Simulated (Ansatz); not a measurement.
CH8GaN

Input

```
crystal:
  periodic: [false, false, false]
  atoms:
    - {symbol: Ga, position_ang: [-0.489657, -0.431604, -0.718066]}
    - {symbol: N, position_ang: [1.051091, 1.079220, -0.568596]}
    - {symbol: H, position_ang: [0.324437, -1.471132, -1.598492]}
    - {symbol: H, position_ang: [-1.577340, 0.454902, -1.459385]}
    - {symbol: H, position_ang: [1.878320, 0.711687, -0.112853]}
    - {symbol: C, position_ang: [-0.758516, -0.836660, 1.210259]}
    - {symbol: H, position_ang: [0.725456, 1.879670, -0.039147]}
    - {symbol: H, position_ang: [1.315088, 1.398186, -1.493532]}
    - {symbol: H, position_ang: [0.151958, -1.219153, 1.680063]}
    - {symbol: H, position_ang: [-1.527072, -1.605454, 1.328536]}
    - {symbol: H, position_ang: [-1.093663, 0.040237, 1.771213]}
basis:
  gaussian: {orbitals: def2-TZVPP}
hamiltonian: {xc: pbe0, dispersion: d4}
output: {orbitals: {seedname: orbitals}}
```

Run with:

```sh
ansatz run in.yaml --threads 4 --pin off --events-out ev --progress --plain --max-ram 9574MiB
```

The product side of a reaction path; geometry: PBE0-D4/def2-TZVP.

Method: RKS PBE0-D4/def2-TZVPP in Ansatz 0.2.0.

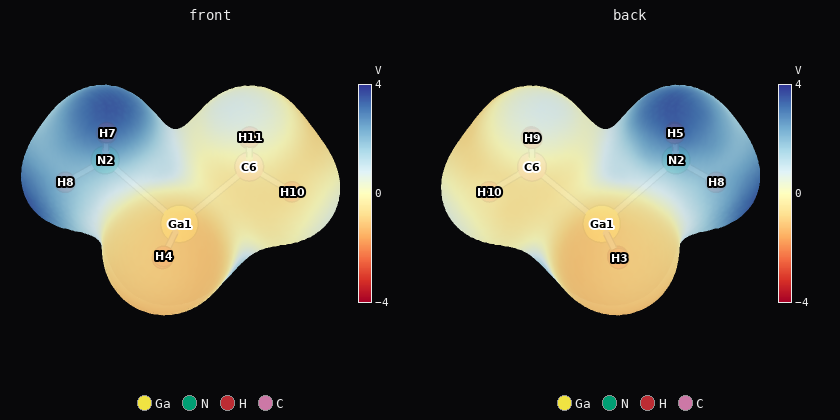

Figure 1. The electrostatic potential painted on the density surface at 0.004 e/bohr³, seen from the front and from behind; the colour scale runs from red (negative) to blue (positive).

Which sites attract a positive test charge, and which a negative one?

A positive charge is drawn to the negative regions and a negative charge to the positive ones. The most negative region (about −1.2 V) lies over H3 and H4, the most positive (about +3.4 V) over H5, H7 and H8.

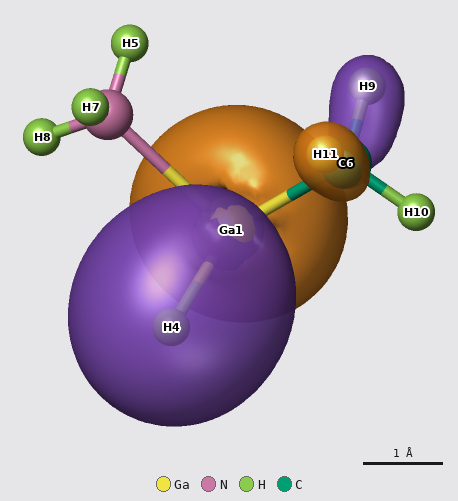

Figure 2. The HOMO−1 at ±0.08 Å⁻³ᐟ² (orange and purple are the two phases), seen at a tilt.

Describe this orbital and give its energy.

By Hirshfeld shares it lies mainly on Ga1 (about 35 %), H3 (about 30 %) and H4 (about 30 %). Its energy is −7.25 eV.

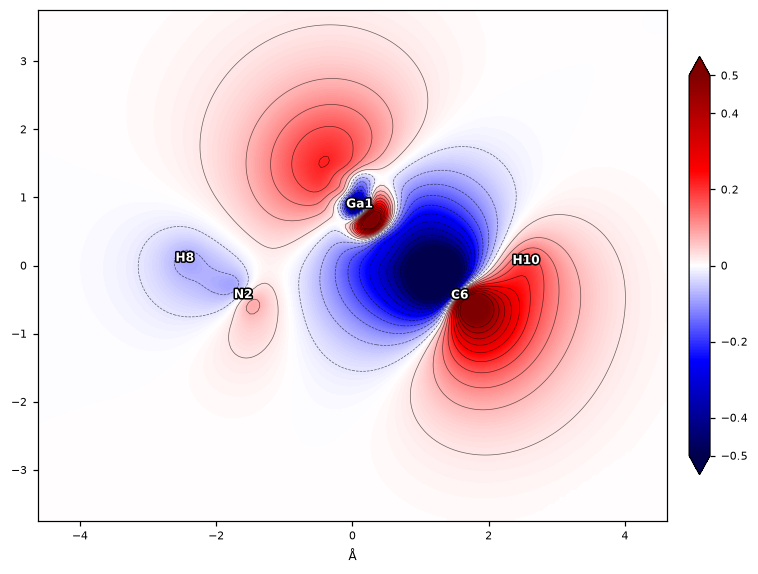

Figure 3. The HOMO on the plane of atoms Ga1, N2 and H8 (values in Å⁻³ᐟ²; the overall sign is arbitrary).

Describe this orbital and give its energy.

Its weight (Hirshfeld) is mainly on C6 (about 40 %), Ga1 (about 30 %), H3 (about 10 %) and H4 (about 10 %). Its energy is −7.10 eV.
